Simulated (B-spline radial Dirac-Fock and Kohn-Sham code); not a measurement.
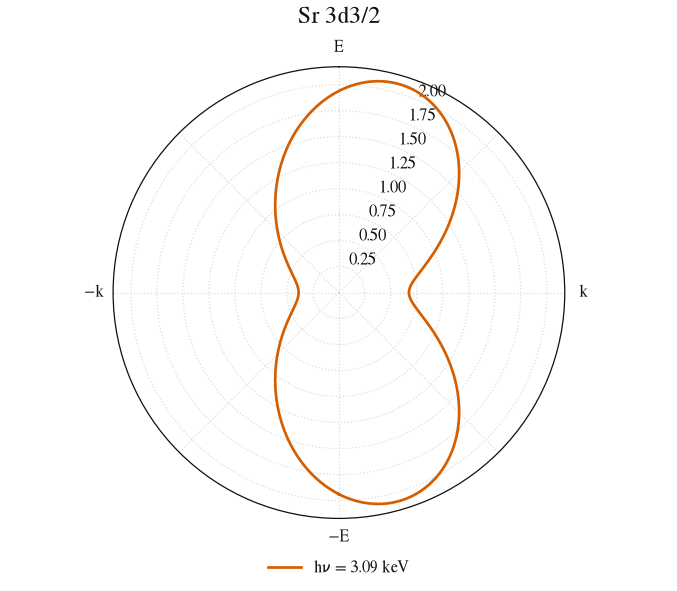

Angular distribution of photoelectrons from M4 (3d3/2) in the plane of the polarisation E (up) and the photon direction k (right), relative to an isotropic one. Species: neutral Sr. Method: a Dirac–Hartree–Slater potential; 1 + βP₂(cos θ) + (δ + γ cos²θ) sin θ cos φ with E1 and E1–E2 terms (computed with a B-spline radial code).

Q: What are β, γ and δ at 3.09 keV?

A: β = 0.939, γ = 0.846, δ = 0.143.

Q: Is the pattern at 3.09 keV symmetric between forward and backward?

A: No: 45° forward of E it is 2.0 times the value 45° backward, from the non-dipole terms.
